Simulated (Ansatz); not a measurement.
# B3LYP/STO-3G run of SnH4 (SMILES [H][Sn]([H])([H])[H])

Aim: the vertical singlet–triplet gap of SnH4 at B3LYP/STO-3G, from 2 runs. 

Program for the calculation: Ansatz 0.2.0.

34 further runs of the same task are left out: 9 that didn't finish, 25 set aside as unsound or not needed.

## Step 1: The molecule

The species is SnH4 (5 atoms), meant as a singlet with charge 0. As SMILES, `[H][Sn]([H])([H])[H]`. Geometry: a GFN2-xTB relaxation, a rough one for these elements and not checked as a minimum.

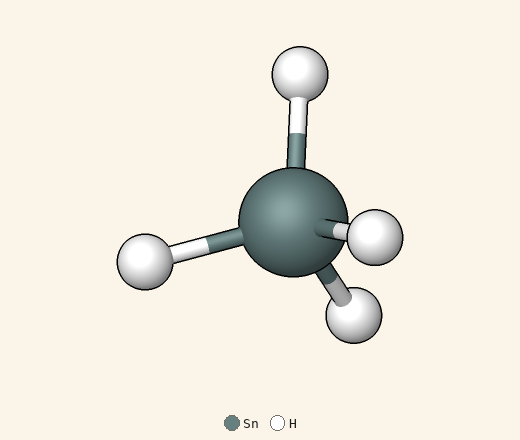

Viewed from a chosen angle; tin teal, hydrogen white.

## Step 2: A single-point energy at B3LYP/STO-3G

The input, molecule.yaml:

```yaml
crystal:
  periodic: [false, false, false]
  atoms:
    - symbol: Sn
      position_ang: [-0.000990, -0.000230, -0.000480]
    - symbol: H
      position_ang: [0.011990, -0.018470, 1.638220]
    - symbol: H
      position_ang: [1.540690, 0.010760, -0.554870]
    - symbol: H
      position_ang: [-0.779740, 1.342080, -0.527140]
    - symbol: H
      position_ang: [-0.771950, -1.334140, -0.555740]
basis:
  gaussian:
    orbitals: STO-3G
total_charge: 0
hamiltonian:
  xc: {name: B3LYP}
accuracy: high
```

On the command line:

```console
ansatz run molecule.yaml --threads 1 --pin off --max-ram 2610MiB --events-out events.jsonl --progress --plain --runs-dir runs
```

The log of the run:

```text
Warning: RAYON_NUM_THREADS=1 ignored (pool sized by the plan → 1); use --threads N
Functional definition: B3LYP
  name "B3LYP"
  parameter a0 = 0.2
  parameter ax = 0.72
  parameter ac = 0.81
  exchange = (1 - a0 - ax)*slater_x + ax*b88_x + a0*exact_x
  correlation = (1 - ac)*vwn_rpa_c + ac*lyp_c
547 factors; integrals over basis functions are off by at most 4.9e-9 eV
mean field evaluation 1: about -162389.9301 eV, gradient 8.4e0 eV
mean field evaluation 2: about -162390.1804 eV, gradient 3.8e0 eV
mean field evaluation 4: about -162390.2459 eV, gradient 4.7e-2 eV
mean field evaluation 8: about -162390.1741 eV, gradient 5.9e-4 eV
mean field -162390.17412110 eV, -5967.7288269371 hartree, gradient 2.9e-8 eV, S^2 0.000000; 0 other end points of the search recorded, 0 dependent functions left out
reference -162390.17414643 eV, -5967.7288278680 hartree; 27, 27 occupied and 4, 4 virtual orbitals, 547 factors
Total energy: -162390.17414643 eV, -5967.7288278680 hartree
```

It took 1.6 s on 1 thread of Arm Neoverse V1, shared host; peak memory 0.1 GiB.

## Step 3: The triplet

The input, input.yaml:

```yaml
crystal:
  periodic: [false, false, false]
  atoms:
    - {symbol: Sn, position_ang: [-0.000990, -0.000230, -0.000480]}
    - {symbol: H, position_ang: [0.011990, -0.018470, 1.638220]}
    - {symbol: H, position_ang: [1.540690, 0.010760, -0.554870]}
    - {symbol: H, position_ang: [-0.779740, 1.342080, -0.527140]}
    - {symbol: H, position_ang: [-0.771950, -1.334140, -0.555740]}
basis:
  gaussian: {orbitals: STO-3G}
accuracy: high
hamiltonian: {xc: {name: B3LYP}}
magnetization: {spin_polarized: true, initial_magnetization: 2}
```

On the command line:

```console
ansatz run input.yaml --threads 1 --pin off --max-ram 2610MiB --events-out events.jsonl --progress --plain --runs-dir runs
```

The log of the run:

```text
Warning: RAYON_NUM_THREADS=1 ignored (pool sized by the plan → 1); use --threads N
Functional definition: B3LYP
  name "B3LYP"
  parameter a0 = 0.2
  parameter ax = 0.72
  parameter ac = 0.81
  exchange = (1 - a0 - ax)*slater_x + ax*b88_x + a0*exact_x
  correlation = (1 - ac)*vwn_rpa_c + ac*lyp_c
547 factors; integrals over basis functions are off by at most 4.9e-9 eV
mean field evaluation 1: about -162376.0872 eV, gradient 9.4e0 eV
mean field evaluation 2: about -162373.4606 eV, gradient 1.4e1 eV
mean field evaluation 4: about -162377.9965 eV, gradient 2.8e0 eV
mean field evaluation 8: about -162378.4383 eV, gradient 2.6e-1 eV
mean field evaluation 16: about -162378.4400 eV, gradient 2.1e-4 eV
mean field -162378.44004626 eV, -5967.2976076402 hartree, gradient 5.4e-8 eV, S^2 2.000920; 0 other end points of the search recorded, 0 dependent functions left out
reference -162378.44007228 eV, -5967.2976085966 hartree; 28, 26 occupied and 3, 5 virtual orbitals, 547 factors
Total energy: -162378.44007228 eV, -5967.2976085966 hartree
```

Run time: 3.3 s. Hardware: 1 thread of Arm Neoverse V1, shared host; peak memory 0.15 GiB.

## Step 4: Results

Level: B3LYP/STO-3G.

```
                                        quantity           value
                           singlet: total energy  -5967.72883 Eh
                           triplet: total energy  -5967.29761 Eh
                                   triplet: ⟨S²⟩           2.001
vertical energy of the triplet above the singlet       11.734 eV
```

In words: At this shape the triplet lies 11.73 eV (271 kcal/mol) above the singlet. In a minimal basis such a difference can be off by several eV, whatever the method. Relativity is left out (singlet) although the molecule holds a heavy atom. Relativity is left out (triplet) although the molecule holds a heavy atom.
